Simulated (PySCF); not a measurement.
# SiH3Cl (SiClH3) at B2PLYP/STO-3G

What is the vertical ionisation energy of SiH3Cl (SiClH3) at B2PLYP/STO-3G? The job is set up through a Python script.

Program for the calculation: PySCF 2.14.0.

10 further runs of the same task are left out: 1 that didn't finish, 9 set aside as unsound or not needed.

**1. Starting point**

SiH3Cl has 5 atoms, charge 0, and is taken as a singlet. As SMILES, `[H][Si]([H])([H])Cl`. Geometry: relaxed at GFN2-xTB.

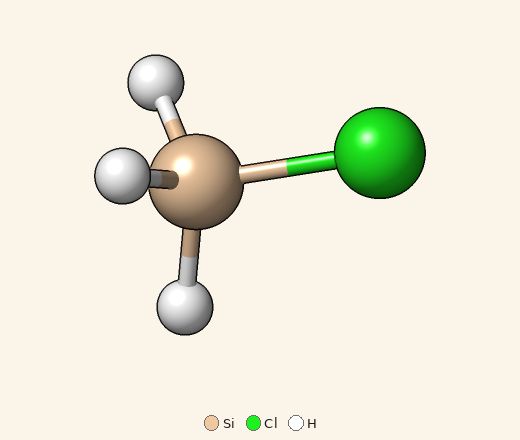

The structure, seen from a chosen angle (silicon light orange, chlorine green, hydrogen white).

**2. A single-point energy at B2PLYP/STO-3G**

input.py

```python
from pyscf import gto, dft, mp

system = gto.M(
    atom='''
Si     0.000290     0.001940    -0.129410
Cl     0.010690    -0.020840     1.880630
H      1.382330     0.011210    -0.594910
H     -0.700750     1.203700    -0.566480
H     -0.692550    -1.196020    -0.589840
''',
    basis='sto-3g',
    max_memory=1860,
    charge=0,
    verbose=4,
)

mf = dft.RKS(system)
mf.xc = '0.53*HF + 0.47*B88, 0.73*LYP'
mf.grids.level = 5
mf.conv_tol = 1e-10
mf.kernel()
if not mf.converged:
    mf = mf.newton().run(mf.mo_coeff, mf.mo_occ)

pt = mp.MP2(mf, frozen=10).run()
etot = mf.e_tot + 0.27 * pt.e_corr
print('PT2 part  %.8f' % (0.27 * pt.e_corr))
print('E(%s) = %.9f' % ('B2PLYP', etot))
```

Run with:

```bash
$ OMP_NUM_THREADS=1 python input.py
```

Standard output:

```text
PySCF version 2.14.0

[INPUT] num. atoms = 5
[INPUT] num. electrons = 34
[INPUT] charge = 0
[INPUT] spin (= nelec alpha-beta = 2S) = 0
[INPUT] symmetry False subgroup None
[INPUT] Mole.unit = angstrom
[INPUT] Symbol           X                Y                Z      unit          X                Y                Z       unit  Magmom
[INPUT]  1 Si     0.000290000000   0.001940000000  -0.129410000000 AA    0.000548020576   0.003666068682  -0.244549457780 Bohr   0.0
[INPUT]  2 Cl     0.010690000000  -0.020840000000   1.880630000000 AA    0.020201172272  -0.039381892436   3.553875641641 Bohr   0.0
[INPUT]  3 H      1.382330000000   0.011210000000  -0.594910000000 AA    2.612225113770   0.021183829856  -1.124216968765 Bohr   0.0
[INPUT]  4 H     -0.700750000000   1.203700000000  -0.566480000000 AA   -1.324225581789   2.274663336139  -1.070492055044 Bohr   0.0
[INPUT]  5 H     -0.692550000000  -1.196020000000  -0.589840000000 AA   -1.308729827568  -2.260150239502  -1.114636057313 Bohr   0.0

nuclear repulsion = 88.0988483391173
number of shells = 13
number of NR pGTOs = 63
number of NR cGTOs = 21
basis = sto-3g
ecp = {}

******** <class 'pyscf.dft.rks.RKS'> ********
method = RKS
initial guess = minao
damping factor = 0
level_shift factor = 0
DIIS = <class 'pyscf.scf.diis.CDIIS'>
diis_start_cycle = 1
diis_space = 8
diis_damp = 0
SCF conv_tol = 1e-10
SCF conv_tol_grad = None
SCF max_cycles = 50
direct_scf = True
direct_scf_tol = 1e-13
XC library pyscf.dft.libxc version 7.0.0
    S. Lehtola, C. Steigemann, M. J.T. Oliveira, and M. A.L. Marques.,  SoftwareX 7, 1–5 (2018)
XC functionals = 0.53*HF + 0.47*B88, 0.73*LYP
    A. D. Becke.,  Phys. Rev. A 38, 3098 (1988)
    C. Lee, W. Yang, and R. G. Parr.,  Phys. Rev. B 37, 785 (1988)
    B. Miehlich, A. Savin, H. Stoll, and H. Preuss.,  Chem. Phys. Lett. 157, 200 (1989)
radial grids:
    Treutler-Ahlrichs [JCP 102, 346 (1995); DOI:10.1063/1.469408] (M4) radial grids

becke partition: Becke, JCP 88, 2547 (1988); DOI:10.1063/1.454033
pruning grids: <function nwchem_prune>
grids dens level: 5
symmetrized grids: False
atomic radii adjust function: <function treutler_atomic_radii_adjust>
small_rho_cutoff = 0
Set gradient conv threshold to 1e-05
Initial guess from minao.
tot grids = 157224
init E= -742.3107901448
  HOMO = -0.361949335629133  LUMO = 0.162862538409417  gap/eV = 14.28086
cycle= 1 E= -742.802921622668  delta_E= -0.492  |g|= 0.215  |ddm|= 2.25
  HOMO = -0.261405581090135  LUMO = 0.239039484643559  gap/eV = 13.61780
cycle= 2 E= -742.826531759046  delta_E= -0.0236  |g|= 0.0768  |ddm|= 0.685
  HOMO = -0.290424256706584  LUMO = 0.259834406498815  gap/eV = 14.97330
cycle= 3 E= -742.82886903082  delta_E= -0.00234  |g|= 0.00416  |ddm|= 0.148
  HOMO = -0.294353984799014  LUMO = 0.258502193356208  gap/eV = 15.04398
cycle= 4 E= -742.828881363317  delta_E= -1.23e-05  |g|= 0.000626  |ddm|= 0.013
  HOMO = -0.293964122942435  LUMO = 0.258763004736381  gap/eV = 15.04047
cycle= 5 E= -742.828881628996  delta_E= -2.66e-07  |g|= 2.74e-05  |ddm|= 0.00207
  HOMO = -0.293977898545424  LUMO = 0.258736132935694  gap/eV = 15.04011
cycle= 6 E= -742.828881629526  delta_E= -5.3e-10  |g|= 3.12e-06  |ddm|= 9.03e-05
  HOMO = -0.293977692078352  LUMO = 0.2587379442672  gap/eV = 15.04016
cycle= 7 E= -742.828881629534  delta_E= -8.19e-12  |g|= 8.82e-08  |ddm|= 1.05e-05
  HOMO = -0.293977744916445  LUMO = 0.258737964795692  gap/eV = 15.04016
Extra cycle  E= -742.828881629534  delta_E=    0  |g|= 2.04e-08  |ddm|= 2.35e-07
converged SCF energy = -742.828881629534

******** <class 'pyscf.mp.mp2.RMP2'> ********
nocc = 7, nmo = 11
frozen orbitals 10
E(RMP2) = -742.885064968337  E_corr = -0.0561833388031272
E(SCS-RMP2) = -742.894309250572  E_corr = -0.0654276210378956
E_corr(same-spin) = -0.00229890637598896
E_corr(oppo-spin) = -0.0538844324271383
PT2 part  -0.01516950
E(B2PLYP) = -742.844051131
```

It took 2.7 s on 1 thread of Arm Neoverse V1, shared host; peak memory 0.2 GiB.

**3. The doublet cation at the same level**

run.py

```python
from pyscf import gto, dft, mp

mol = gto.Mole()
mol.atom = '''
Si     0.000290     0.001940    -0.129410
Cl     0.010690    -0.020840     1.880630
H      1.382330     0.011210    -0.594910
H     -0.700750     1.203700    -0.566480
H     -0.692550    -1.196020    -0.589840
'''
mol.basis = 'sto-3g'
mol.spin = 1
mol.charge = 1
mol.max_memory = 1860
mol.verbose = 3
mol.build()

myscf = dft.UKS(mol)
myscf.xc = '0.53*HF + 0.47*B88, 0.73*LYP'
myscf.conv_tol = 1e-10
myscf.grids.level = 5
myscf.kernel()
if not myscf.converged:
    myscf = myscf.newton().run(myscf.mo_coeff, myscf.mo_occ)

pt = mp.MP2(myscf, frozen=10).run()
e_final = myscf.e_tot + 0.27 * pt.e_corr
print('PT2 part  %.8f' % (0.27 * pt.e_corr))
print(f'total energy: {e_final:.8f} hartree')
```

Run with:

```bash
$ OMP_NUM_THREADS=1 python run.py
```

Standard output:

```text
WARN: HOMO -0.361949335629134 >= LUMO -0.361949335629132

converged SCF energy = -742.461502659005  <S^2> = 0.75454113  2S+1 = 2.004536
E(UMP2) = -742.523911706236  E_corr = -0.0624090472314874
E(SCS-UMP2) = -742.5312206027  E_corr = -0.0697179436948408
PT2 part  -0.01685044
total energy: -742.47835310 hartree
```

Wall time 12 s (1 thread of Arm Neoverse V1, shared host); peak memory 0.21 GiB.

**4. Summary of results**

At B2PLYP/STO-3G, 10 core orbitals frozen:

```
                                                                quantity          value
                                            singlet SiH3Cl: total energy  -742.84405 Eh
                                singlet SiH3Cl: dipole moment (SCF part)         2.59 D
                       singlet SiH3Cl: HOMO energy (SCF part's orbitals)       -8.00 eV
                       singlet SiH3Cl: LUMO energy (SCF part's orbitals)        7.04 eV
                     singlet SiH3Cl: HOMO–LUMO gap (SCF part's orbitals)       15.04 eV
                                            doublet cation: total energy  -742.47835 Eh
doublet cation: HOMO energy (SCF part's orbitals) (highest over α and β)      -16.57 eV
 doublet cation: LUMO energy (SCF part's orbitals) (lowest over α and β)      -11.95 eV
                                                    doublet cation: ⟨S²⟩          0.755
                      vertical ionisation energy (to the doublet cation)       9.951 eV
```

In words: The vertical ionisation energy comes to 9.95 eV (960 kJ/mol). The negative HOMO energy of the first species, 8.00 eV, lies 1.95 eV below that difference. In a minimal basis such a difference can be off by several eV, whatever the method. Mulliken charges (singlet SiH3Cl) run from -0.37 on Cl2 to +0.71 on Si1. Mulliken charges (doublet cation) run from -0.02 on H3 to +0.74 on Si1.
